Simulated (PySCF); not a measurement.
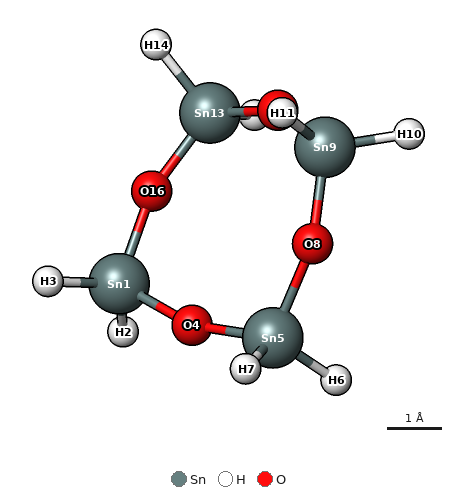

*The structure as given in the input (ball-and-stick view, seen at a tilt; atoms are numbered from 1 in the order of the input). Sticks mark near contacts.*

## Geometry relaxation of Sn4H8O4 (part 1 of 2)

System: Sn4H8O4 (cyclo-(H2SnO)4).
Method: PBE0-D3(BJ)/def2-SVP geometry optimisation, gas phase (PySCF 2.14.0).

It belongs to a series of runs on one base structure; here: H, n=4.

## Log
```
step   0  E = -1162.35704834  max force = 0.071690
step   1  E = -1162.39262458  max force = 0.015531
step   2  E = -1162.39530920  max force = 0.004304
step   3  E = -1162.39597964  max force = 0.002232
step   4  E = -1162.39628498  max force = 0.002095
step   5  E = -1162.39673355  max force = 0.002319
step   6  E = -1162.39748062  max force = 0.003694
step   7  E = -1162.39848981  max force = 0.004764
step   8  E = -1162.39997299  max force = 0.006790
step   9  E = -1162.40196029  max force = 0.008054
step  10  E = -1162.40205109  max force = 0.006773
step  11  E = -1162.40365239  max force = 0.005361
step  12  E = -1162.40453018  max force = 0.001626
step  13  E = -1162.40472234  max force = 0.001293
step  14  E = -1162.40488996  max force = 0.001375
step  15  E = -1162.40504825  max force = 0.001695
step  16  E = -1162.40587586  max force = 0.003311
step  17  E = -1162.40568696  max force = 0.006874
step  18  E = -1162.40714016  max force = 0.003066
step  19  E = -1162.40797780  max force = 0.002187
step  20  E = -1162.40826621  max force = 0.001163
step  21  E = -1162.40834127  max force = 0.000809
step  22  E = -1162.40836864  max force = 0.000518
step  23  E = -1162.40838466  max force = 0.000568
step  24  E = -1162.40839267  max force = 0.000326
optimisation converged
```

## Trajectory as extended XYZ (Å, eV, eV/Å), 25 frames, from step=0 to step=24
```
16
Properties=species:S:1:pos:R:3:forces:R:3 step=0 energy=-31629.34633
Sn   -0.7321   -2.5418    0.4460   -1.5410   0.1972  -0.7223
H    -1.0677   -3.1394    1.9302   -0.1465  -0.6456   1.0209
H    -1.0830   -3.3509   -0.9860    0.0640  -0.3945  -0.2632
O    -1.8656   -0.9598    0.3285   -0.0930  -0.5026   0.1137
Sn   -2.4910    0.8328    0.0830    0.9892   0.6454   1.0785
H    -2.8775    1.4400    1.6239   -0.1357   0.0681   0.1016
H    -3.5597    0.8384   -1.1220   -1.1719   0.0321  -1.1939
O    -0.9834    1.9255   -0.5406   -3.3506  -0.8033   0.7808
Sn    0.7739    2.3289   -0.9049    1.9975   0.5948  -1.7746
H     1.1254    3.6963   -0.1005    0.3891   1.2616   0.5963
H     0.8690    2.2232   -2.5964    0.1875   0.1105  -0.2755
O     1.9842    1.0165   -0.2093   -0.2841   2.3736  -0.6868
Sn    2.4104   -0.6684    0.3847    3.6864  -0.5958   1.6651
H     3.5027   -1.3045   -0.6877    0.6831  -0.3430  -0.5881
H     2.9315   -0.4970    1.9999    0.0939   0.0154   0.2001
O     1.0285   -1.8739    0.4175   -1.3680  -2.0138  -0.0526
16
Properties=species:S:1:pos:R:3:forces:R:3 step=1 energy=-31630.31441
Sn   -0.7978   -2.5840    0.4544   -0.3293   0.7986  -0.2752
H    -1.1282   -3.2268    1.9734   -0.0053  -0.2990   0.2987
H    -1.1339   -3.4238   -0.9832    0.0858  -0.2242  -0.0615
O    -1.9315   -0.9830    0.3416   -0.0788  -0.2913   0.0685
Sn   -2.5540    0.8399    0.0947    0.7574   0.2232   0.2637
H    -2.9496    1.4527    1.6379   -0.1208   0.0092   0.0282
H    -3.6705    0.8508   -1.1542   -0.4026  -0.0005  -0.3182
O    -1.0515    1.9450   -0.5393   -0.4332  -0.0972   0.1322
Sn    0.7925    2.4026   -0.9412    0.0691  -0.4528  -0.2663
H     1.1519    3.8260   -0.1212    0.0897   0.3752   0.1329
H     0.9103    2.3081   -2.6438    0.0701   0.0998  -0.0450
O     2.0493    1.0737   -0.2280   -0.0999   0.2412  -0.0439
Sn    2.5322   -0.6980    0.4049    0.2192  -0.0758   0.3346
H     3.6535   -1.3482   -0.6901    0.1463  -0.0659  -0.1677
H     3.0576   -0.5254    2.0286   -0.0162   0.0179  -0.0163
O     1.0355   -1.9436    0.4319    0.0485  -0.2584  -0.0647
16
Properties=species:S:1:pos:R:3:forces:R:3 step=2 energy=-31630.38747
Sn   -0.8138   -2.5545    0.4392   -0.0895   0.2213   0.0084
H    -1.1058   -3.2801    1.9633    0.0046  -0.0497  -0.0733
H    -1.0980   -3.4409   -0.9973    0.0356  -0.0500   0.0496
O    -1.9593   -0.9726    0.3516   -0.1185  -0.1624   0.0614
Sn   -2.5579    0.8641    0.1141    0.1133   0.0972  -0.0443
H    -2.9738    1.4744    1.6589   -0.0584  -0.0169  -0.0274
H    -3.7203    0.8788   -1.1447   -0.0190  -0.0073   0.0826
O    -1.0642    1.9475   -0.5366   -0.0841   0.0438   0.0221
Sn    0.7901    2.3808   -0.9576    0.1418  -0.0770  -0.0152
H     1.1608    3.8424   -0.1467   -0.0170  -0.0041  -0.0633
H     0.9274    2.3026   -2.6626    0.0167   0.0534  -0.0011
O     2.0497    1.0631   -0.2276   -0.1012   0.1211  -0.0090
Sn    2.5478   -0.7090    0.4210    0.1384  -0.0966   0.0467
H     3.6886   -1.3555   -0.6838   -0.0251   0.0268   0.0154
H     3.0550   -0.5254    2.0455    0.0037   0.0191   0.0135
O     1.0394   -1.9498    0.4298    0.0586  -0.1187  -0.0661
16
Properties=species:S:1:pos:R:3:forces:R:3 step=3 energy=-31630.40571
Sn   -0.8226   -2.5383    0.4184    0.0990   0.0628   0.0422
H    -1.0945   -3.3254    1.9160   -0.0284   0.0047  -0.0424
H    -1.0778   -3.4367   -1.0156   -0.0033   0.0035  -0.0004
O    -1.9850   -0.9708    0.3633   -0.1148  -0.0411   0.0493
Sn   -2.5598    0.8820    0.1382    0.0818   0.0117  -0.1016
H    -2.9857    1.4824    1.6828   -0.0065  -0.0020   0.0013
H    -3.7507    0.9025   -1.0959    0.0166  -0.0050   0.0699
O    -1.0671    1.9538   -0.5354   -0.0011   0.0282   0.0163
Sn    0.7950    2.3641   -0.9777    0.0469  -0.0247   0.0215
H     1.1682    3.8459   -0.2031   -0.0179  -0.0220  -0.0427
H     0.9371    2.2854   -2.6826   -0.0099   0.0078  -0.0012
O     2.0491    1.0568   -0.2265   -0.0538  -0.0148   0.0476
Sn    2.5574   -0.7141    0.4410   -0.0391  -0.0110  -0.0048
H     3.7137   -1.3474   -0.6530   -0.0163   0.0112   0.0160
H     3.0428   -0.5161    2.0716   -0.0064   0.0122  -0.0089
O     1.0455   -1.9582    0.4248    0.0533  -0.0216  -0.0622
16
Properties=species:S:1:pos:R:3:forces:R:3 step=4 energy=-31630.41402
Sn   -0.8219   -2.5297    0.3913    0.1077  -0.0265   0.0336
H    -1.0950   -3.3654    1.8614   -0.0304   0.0219  -0.0162
H    -1.0704   -3.4106   -1.0561   -0.0028   0.0336  -0.0106
O    -1.9991   -0.9725    0.3745   -0.0707  -0.0043   0.0417
Sn   -2.5488    0.8924    0.1653   -0.0050  -0.0392  -0.0572
H    -2.9640    1.4824    1.7173    0.0282   0.0058   0.0072
H    -3.7682    0.9251   -1.0373    0.0085  -0.0025   0.0265
O    -1.0649    1.9561   -0.5320    0.0584   0.0441   0.0026
Sn    0.7973    2.3478   -0.9984   -0.0021   0.0182  -0.0142
H     1.1724    3.8515   -0.2708   -0.0056  -0.0183  -0.0160
H     0.9300    2.2445   -2.7035   -0.0148  -0.0173   0.0052
O     2.0432    1.0522   -0.2218   -0.0215  -0.0489   0.0711
Sn    2.5566   -0.7121    0.4647   -0.0603   0.0323  -0.0254
H     3.7384   -1.3324   -0.6072   -0.0080  -0.0024   0.0132
H     3.0072   -0.4981    2.1024   -0.0065   0.0062  -0.0004
O     1.0528   -1.9651    0.4165    0.0250  -0.0027  -0.0609
16
Properties=species:S:1:pos:R:3:forces:R:3 step=5 energy=-31630.42622
Sn   -0.8152   -2.5188    0.3275    0.0460  -0.1192   0.0217
H    -1.1006   -3.4437    1.7389   -0.0209   0.0268   0.0226
H    -1.0611   -3.3319   -1.1597    0.0122   0.0529  -0.0302
O    -2.0171   -0.9800    0.3971    0.0010   0.0635   0.0253
Sn   -2.5202    0.9063    0.2265   -0.0733  -0.0760  -0.0075
H    -2.8839    1.4745    1.8001    0.0721   0.0187   0.0114
H    -3.7982    0.9718   -0.9083   -0.0004   0.0020  -0.0274
O    -1.0561    1.9602   -0.5253    0.0400   0.0238   0.0128
Sn    0.7996    2.3152   -1.0464   -0.0632   0.0559  -0.0738
H     1.1854    3.8595   -0.4217    0.0165  -0.0049   0.0210
H     0.9042    2.1341   -2.7473   -0.0112  -0.0435   0.0073
O     2.0277    1.0470   -0.2100    0.0296  -0.0472   0.0855
Sn    2.5433   -0.6993    0.5184   -0.0317   0.0761  -0.0149
H     3.7861   -1.2973   -0.4916    0.0102  -0.0222   0.0086
H     2.9058   -0.4560    2.1736   -0.0089  -0.0053   0.0020
O     1.0659   -1.9755    0.3946   -0.0180  -0.0012  -0.0645
16
Properties=species:S:1:pos:R:3:forces:R:3 step=6 energy=-31630.44655
Sn   -0.7989   -2.4944    0.2009   -0.0859  -0.1864  -0.0099
H    -1.1071   -3.5691    1.4940   -0.0079   0.0095   0.0581
H    -1.0426   -3.1480   -1.3638    0.0404   0.0714  -0.0382
O    -2.0330   -0.9916    0.4357    0.1288   0.0947   0.0061
Sn   -2.4566    0.9244    0.3432   -0.1900  -0.1079   0.0909
H    -2.6858    1.4523    1.9566    0.1158   0.0328   0.0081
H    -3.8333    1.0587   -0.6574   -0.0297   0.0121  -0.0815
O    -1.0415    1.9629   -0.5132    0.0253   0.0236  -0.0145
Sn    0.7932    2.2450   -1.1411   -0.1233   0.0503  -0.1309
H     1.2058    3.8450   -0.7137    0.0385   0.0231   0.0580
H     0.8417    1.8922   -2.8179   -0.0070  -0.0658   0.0156
O     1.9951    1.0447   -0.1855    0.1164   0.0007   0.0779
Sn    2.5028   -0.6646    0.6245    0.0035   0.0940   0.0077
H     3.8614   -1.2260   -0.2432    0.0323  -0.0362   0.0088
H     2.6764   -0.3813    2.3030   -0.0066  -0.0151   0.0108
O     1.0880   -1.9842    0.3444   -0.0509  -0.0008  -0.0671
16
Properties=species:S:1:pos:R:3:forces:R:3 step=7 energy=-31630.47401
Sn   -0.7662   -2.4432    0.0256   -0.2234  -0.2002  -0.0440
H    -1.0959   -3.6944    1.1396    0.0088  -0.0263   0.0599
H    -1.0093   -2.8415   -1.6226    0.0704   0.0639  -0.0344
O    -2.0273   -1.0076    0.4858    0.2450   0.1399  -0.0174
Sn   -2.3577    0.9341    0.4987   -0.2310  -0.1051   0.1742
H    -2.3685    1.4061    2.1464    0.1354   0.0377  -0.0166
H    -3.8441    1.1591   -0.3059   -0.0554   0.0208  -0.1052
O    -1.0254    1.9577   -0.5003   -0.0643   0.0141  -0.0411
Sn    0.7687    2.1279   -1.2673   -0.1533  -0.0150  -0.1256
H     1.2123    3.7652   -1.1111    0.0562   0.0567   0.0601
H     0.7418    1.5258   -2.8723    0.0028  -0.0710   0.0271
O     1.9479    1.0561   -0.1486    0.2197   0.1362   0.0553
Sn    2.4244   -0.6025    0.7668    0.0329   0.0577   0.0381
H     3.9186   -1.1129    0.1247    0.0557  -0.0356   0.0142
H     2.3242   -0.2949    2.4469   -0.0088  -0.0170   0.0141
O     1.1222   -1.9691    0.2599   -0.0908  -0.0568  -0.0588
16
Properties=species:S:1:pos:R:3:forces:R:3 step=8 energy=-31630.51437
Sn   -0.7228   -2.3748   -0.1549   -0.3492  -0.0820  -0.0297
H    -1.0648   -3.7645    0.7731    0.0220  -0.0649   0.0153
H    -0.9691   -2.4792   -1.8460    0.0827   0.0072  -0.0273
O    -1.9832   -1.0191    0.5281    0.2921   0.0870  -0.0262
Sn   -2.2462    0.9315    0.6427   -0.1752  -0.0682   0.1985
H    -2.0020    1.3546    2.2856    0.0924   0.0237  -0.0261
H    -3.8104    1.2310    0.0353   -0.0711   0.0247  -0.0675
O    -1.0164    1.9461   -0.4931   -0.1831   0.0581  -0.1104
Sn    0.7289    1.9885   -1.3762   -0.1071  -0.1240  -0.0157
H     1.1982    3.6197   -1.4930    0.0524   0.0677   0.0304
H     0.6384    1.1191   -2.8505    0.0108  -0.0468   0.0195
O     1.8986    1.0925   -0.0981    0.2954   0.3022  -0.0316
Sn    2.3148   -0.5280    0.8999    0.0394  -0.0635   0.0712
H     3.9093   -0.9908    0.5159    0.0532  -0.0144   0.0176
H     1.9323   -0.2379    2.5421   -0.0117  -0.0119   0.0179
O     1.1598   -1.9226    0.1553   -0.0431  -0.0948  -0.0358
16
Properties=species:S:1:pos:R:3:forces:R:3 step=9 energy=-31630.56845
Sn   -0.6761   -2.3120   -0.3226   -0.3137   0.2231   0.1123
H    -1.0158   -3.7847    0.4676    0.0224  -0.0686  -0.0861
H    -0.9251   -2.1212   -2.0040    0.0535  -0.1131  -0.0373
O    -1.8849   -1.0172    0.5582    0.1815  -0.0529  -0.0185
Sn   -2.1592    0.9206    0.7622    0.0797   0.0600   0.0140
H    -1.6288    1.3370    2.3367   -0.0575  -0.0132   0.0084
H    -3.7716    1.2517    0.3050   -0.0108  -0.0043   0.0532
O    -1.0431    1.9326   -0.5025   -0.3411   0.0707  -0.1398
Sn    0.6692    1.8487   -1.4407    0.0776  -0.2338   0.2213
H     1.1650    3.4371   -1.7997   -0.0047   0.0200  -0.0368
H     0.5484    0.7028   -2.7082    0.0201   0.0297  -0.0459
O     1.8725    1.1751   -0.0399    0.2603   0.4141  -0.1533
Sn    2.2018   -0.4445    0.9872   -0.0185  -0.2860   0.1179
H     3.8430   -0.8960    0.8581    0.0186   0.0401  -0.0048
H     1.5762   -0.2174    2.5657   -0.0128   0.0074   0.0093
O     1.1942   -1.8466    0.0433    0.0454  -0.0931  -0.0140
16
Properties=species:S:1:pos:R:3:forces:R:3 step=10 energy=-31630.57092
Sn   -0.6310   -2.1966   -0.4678   -0.2263   0.0601   0.0943
H    -0.9401   -3.7626    0.1364    0.0022  -0.0302  -0.0912
H    -0.8737   -1.8103   -2.1172    0.0005  -0.1358  -0.0238
O    -1.8123   -1.0159    0.5898    0.1343  -0.0468  -0.0178
Sn   -2.0550    0.9202    0.8616    0.0266   0.1252  -0.0134
H    -1.3441    1.3201    2.3667   -0.0674  -0.0265   0.0321
H    -3.7080    1.2628    0.5913    0.0250  -0.0049   0.0569
O    -1.0671    1.9118   -0.5244   -0.3483   0.0353  -0.2003
Sn    0.6277    1.6756   -1.4812    0.1244  -0.0796   0.2336
H     1.1217    3.1834   -2.1021   -0.0284  -0.0031  -0.0228
H     0.5010    0.3373   -2.5438    0.0089   0.0745  -0.0534
O     1.8311    1.2506    0.0200    0.2943   0.3190  -0.0981
Sn    2.0856   -0.3736    1.0752    0.0155  -0.2651   0.0516
H     3.7399   -0.7892    1.1622    0.0024   0.0539  -0.0112
H     1.2506   -0.2014    2.5621   -0.0006   0.0008  -0.0038
O     1.2394   -1.7461   -0.0622    0.0369  -0.0766   0.0671
16
Properties=species:S:1:pos:R:3:forces:R:3 step=11 energy=-31630.61450
Sn   -0.6802   -2.2324   -0.4122    0.2757  -0.0643  -0.0069
H    -0.9701   -3.7818    0.2562   -0.0515   0.0598  -0.0731
H    -0.8719   -1.9713   -2.0938   -0.0787  -0.0641   0.0144
O    -1.7912   -0.9690    0.5927   -0.0918  -0.0293   0.1387
Sn   -2.1591    0.9477    0.8134    0.0467   0.1916  -0.1551
H    -1.5185    1.4403    2.3197   -0.0869  -0.0619   0.0749
H    -3.8126    1.2049    0.4450    0.0796  -0.0173   0.0913
O    -1.1459    1.9262   -0.5672    0.1219  -0.0159  -0.1261
Sn    0.6399    1.7319   -1.3924    0.1585   0.0161   0.2016
H     1.1105    3.2668   -1.9834   -0.0758  -0.0768   0.0198
H     0.5757    0.4102   -2.4795   -0.0222   0.0339  -0.0661
O     1.9574    1.3012    0.0338   -0.1668  -0.1386  -0.0397
Sn    2.1753   -0.4097    1.0115   -0.1783  -0.1086  -0.1093
H     3.8227   -0.8742    1.0112   -0.0579   0.0584  -0.0506
H     1.4278   -0.2364    2.5457    0.0083   0.0200  -0.0023
O     1.2058   -1.7881   -0.0344    0.1192   0.1970   0.0885
16
Properties=species:S:1:pos:R:3:forces:R:3 step=12 energy=-31630.63838
Sn   -0.6794   -2.2540   -0.3759    0.0358  -0.0236   0.0132
H    -0.9851   -3.7916    0.3053   -0.0260   0.0209  -0.0121
H    -0.8944   -2.0677   -2.0647   -0.0228   0.0035   0.0058
O    -1.8282   -0.9815    0.5915    0.0836   0.0259   0.0157
Sn   -2.1512    0.9545    0.7913    0.0179   0.0199  -0.0334
H    -1.5930    1.4069    2.3452   -0.0045  -0.0263   0.0066
H    -3.7983    1.2261    0.4232    0.0214   0.0060   0.0123
O    -1.1075    1.9393   -0.5589   -0.0275  -0.0621  -0.0749
Sn    0.6651    1.7657   -1.4071    0.0168   0.0068   0.0622
H     1.1210    3.3252   -1.9285   -0.0106  -0.0139   0.0162
H     0.5885    0.5305   -2.5937   -0.0152  -0.0027   0.0023
O     1.9297    1.2559    0.0187    0.0244  -0.0383   0.0484
Sn    2.1804   -0.4325    1.0133   -0.0722   0.0051  -0.0537
H     3.8316   -0.8613    0.9504   -0.0052   0.0137  -0.0110
H     1.4781   -0.2380    2.5652   -0.0035   0.0018  -0.0105
O     1.2082   -1.8115   -0.0089   -0.0122   0.0634   0.0129
16
Properties=species:S:1:pos:R:3:forces:R:3 step=13 energy=-31630.64361
Sn   -0.6721   -2.2451   -0.3980    0.0251  -0.0149   0.0059
H    -0.9808   -3.7886    0.2648   -0.0150   0.0006  -0.0080
H    -0.9054   -2.0328   -2.0809   -0.0106  -0.0051  -0.0010
O    -1.8024   -0.9816    0.5988    0.0491   0.0231   0.0358
Sn   -2.1287    0.9524    0.8013    0.0001   0.0200  -0.0069
H    -1.5412    1.4050    2.3441   -0.0026  -0.0195   0.0057
H    -3.7822    1.2195    0.4665    0.0034   0.0108   0.0079
O    -1.1148    1.9269   -0.5774   -0.0290  -0.0467  -0.0665
Sn    0.6643    1.7446   -1.4088    0.0228   0.0246   0.0177
H     1.1113    3.2954   -1.9590   -0.0011  -0.0006   0.0062
H     0.5978    0.4829   -2.5683   -0.0079   0.0076   0.0039
O     1.9226    1.2750    0.0367   -0.0034  -0.0209   0.0238
Sn    2.1551   -0.4190    1.0239   -0.0196  -0.0201   0.0022
H     3.8100   -0.8346    0.9908    0.0000   0.0026  -0.0065
H     1.4195   -0.2400    2.5617   -0.0054   0.0014  -0.0067
O     1.2127   -1.7940   -0.0296   -0.0060   0.0370  -0.0135
```
